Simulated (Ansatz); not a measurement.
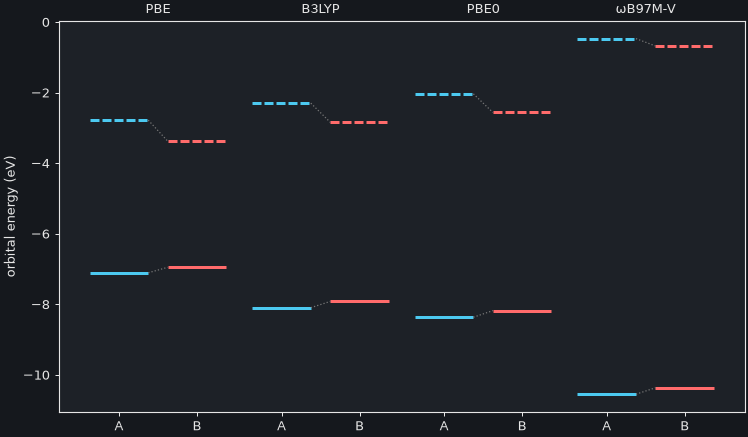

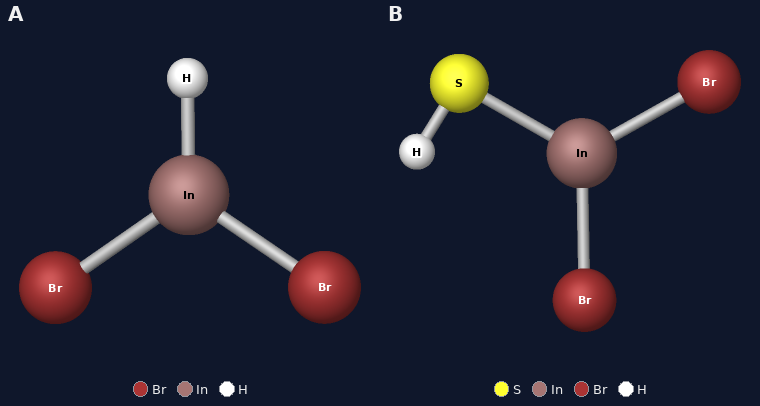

One change: A, InHBr₂ (SMILES [Br][InH][Br]), becomes B, InHSBr₂ (SMILES [SH][In]([Br])[Br]). H on In is replaced by SH. HOMO (solid) and LUMO (dashed) computed in def2-TZVPP at PBE0-D4/def2-TZVP geometries, both minima by their frequencies, gas phase, the Ansatz code 0.2.0.

What does the change do to HOMO and LUMO?

Answer. PBE: the HOMO rises by 0.16 eV, the LUMO falls by 0.60 eV, and the separation goes from 4.33 to 3.57 eV. B3LYP: the HOMO rises by 0.18 eV, the LUMO falls by 0.54 eV, and the separation goes from 5.80 to 5.08 eV. PBE0: the HOMO rises by 0.19 eV, the LUMO falls by 0.53 eV, and the separation goes from 6.33 to 5.62 eV. ωB97M-V: the HOMO rises by 0.18 eV, the LUMO falls by 0.21 eV, and the separation goes from 10.08 to 9.69 eV.

Do the functionals agree on the effect?

Answer. They agree on the direction for both levels; the HOMO shift lies between 0.16 and 0.19 eV and the LUMO shift between −0.60 and −0.21 eV, while the separations themselves differ by up to 6.1 eV between functionals.

Caveats: core potentials past krypton; spin-orbit coupling is left out, and with In it can shift these values.
